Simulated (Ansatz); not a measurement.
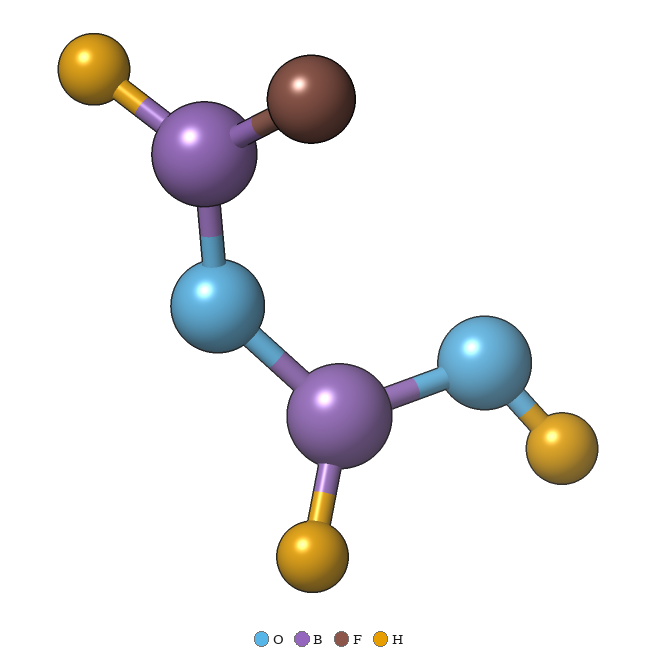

A ball-and-stick model of a molecule. Every bond is drawn as one stick, whatever its order.

Computed geometry: PBE0-D4/def2-TZVP optimisation.

Count the atoms of each element.

B₂FH₃O₂, 8 atoms: 2 boron, 1 fluorine, 3 hydrogen and 2 oxygen.

Name functional groups in it.

Among them: B–H bond.

Which point group does it belong to?

C1.

Give a SMILES string for it.

OBOBF

More results for the same structure follow; atom numbers are the same in all pictures, views and colours differ.

**Geometry**

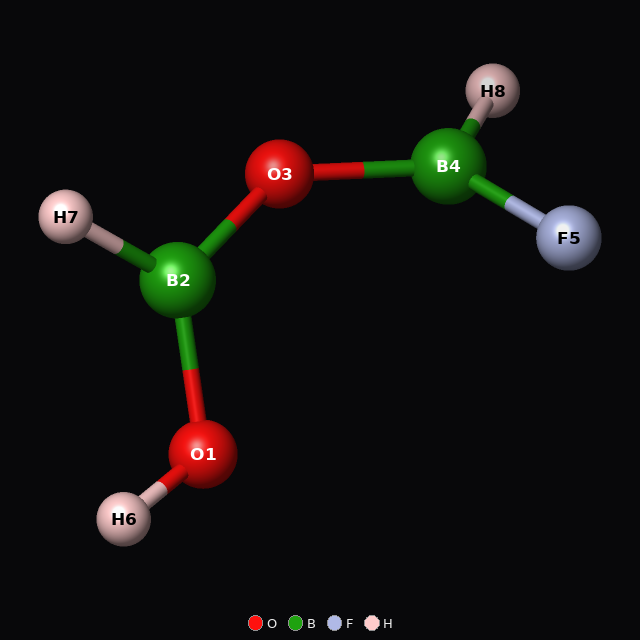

Numbered structure.

List the bonds and their lengths.

```
 bond  length (Å)   order
O1–B2       1.352  single
O1–H6       0.959  single
B2–O3       1.365  single
B2–H7       1.197  single
O3–B4       1.345  single
B4–F5       1.327  single
B4–H8       1.193  single
```

**Vibrations**

Harmonic vibrations computed with RKS PBE0-D4/def2-TZVP (Ansatz 0.2.0) at a stationary point of the same level.

List the wavenumbers.

18 modes: 60, 132, 159, 490, 569, 622, 914, 922, 927, 1031, 1109, 1172, 1257, 1434, 1471, 2629, 2673, 3908 cm⁻¹.

**Dipole moment**

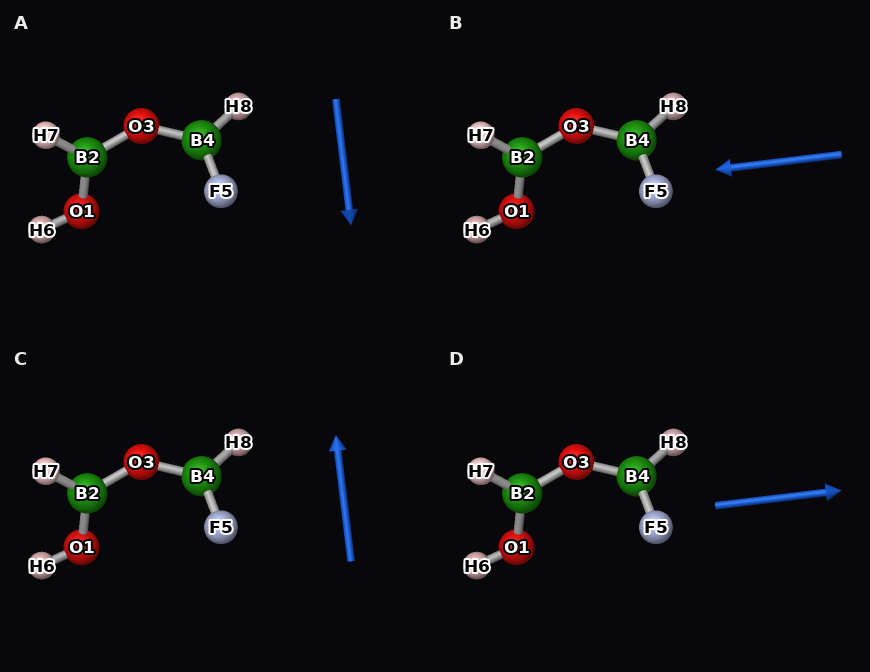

The same molecule four times, each with an arrow. Properties computed with RKS ωB97M-V/def2-TZVPP (Ansatz 0.2.0).

Which arrow points along the dipole moment, from the negative to the positive end?

B. The dipole moment is 2.01 D; it points from the side of H8 to the side of H6 (the outermost atoms at the two ends).

**Electronic properties**

Properties computed with RKS B97M-V/def2-TZVPP (Ansatz 0.2.0).

Give the HOMO energy (Kohn–Sham orbital) at this level.

−8.42 eV.

Estimate the HOMO–LUMO gap.

7.63 eV.

**Thermal motion**

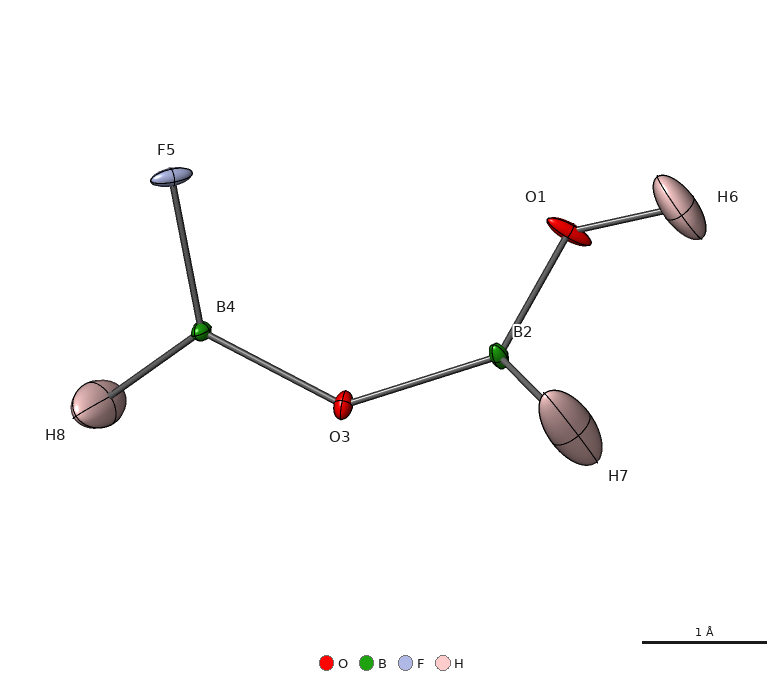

Displacement ellipsoids at the 50 % level, from the internal vibrations of the free molecule (harmonic, no overall translation or rotation; no half-axis is drawn under 0.075 Å). Vibrations computed with RKS PBE0-D4/def2-TZVP (Ansatz 0.2.0). Temperature: 100 K.

List U_eq and the three principal root-mean-square amplitudes for each kind of atom.

```csv
atom,U_eq (Å²),rms amplitudes (Å)
O1,0.0067,"0.024, 0.040, 0.133"
B2,0.0032,"0.033, 0.043, 0.081"
O3,0.0035,"0.027, 0.058, 0.081"
B4,0.0026,"0.031, 0.043, 0.070"
F5,0.0050,"0.021, 0.037, 0.115"
H6,0.0240,"0.090, 0.147, 0.205"
H7,0.0378,"0.086, 0.124, 0.301"
H8,0.0285,"0.086, 0.126, 0.249"
```
